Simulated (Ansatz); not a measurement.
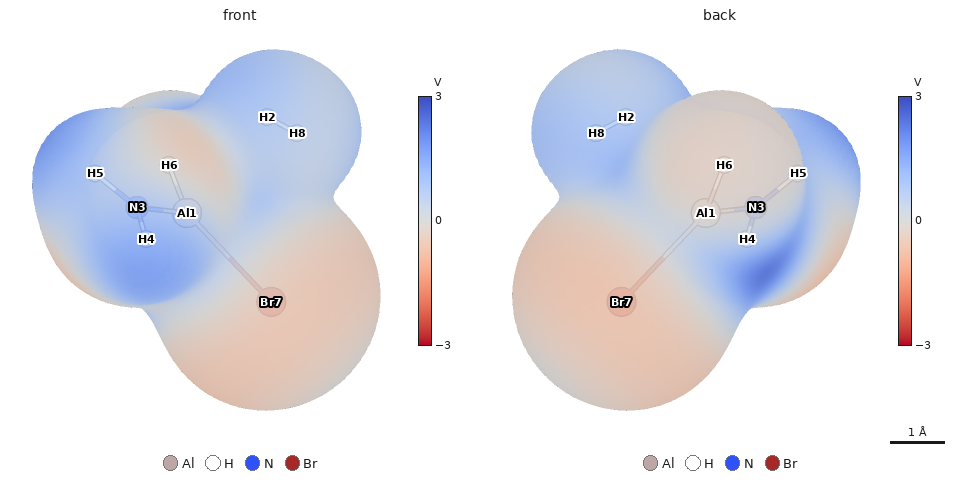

Figure 1: AlBrH$_{3}$N···H$_{2}$. The molecular electrostatic potential painted on the density surface at 0.002 e/bohr³, seen from the front and from behind; the colour scale runs from red (negative) to blue (positive).

Computed with RKS PBE-D4/def2-SVPD in Ansatz.

```xyz
8

Al    0.0892    0.9485   -0.2942
H     0.1598   -0.6043    1.6748
N     1.5662    0.1332   -0.8828
H     2.5160    0.4494   -0.6869
H     1.5777   -0.6962   -1.4769
H    -1.3590    0.4451   -0.6799
Br    0.3804    2.9030    0.8572
H    -0.2082   -0.0475    2.0634
```

Describe the electrostatic potential map.

The most negative region (about −0.6 V, or −14 kcal/mol for a unit charge) lies over N3 and Br7, the most positive (about +2.1 V, or +48 kcal/mol for a unit charge) over Al1.
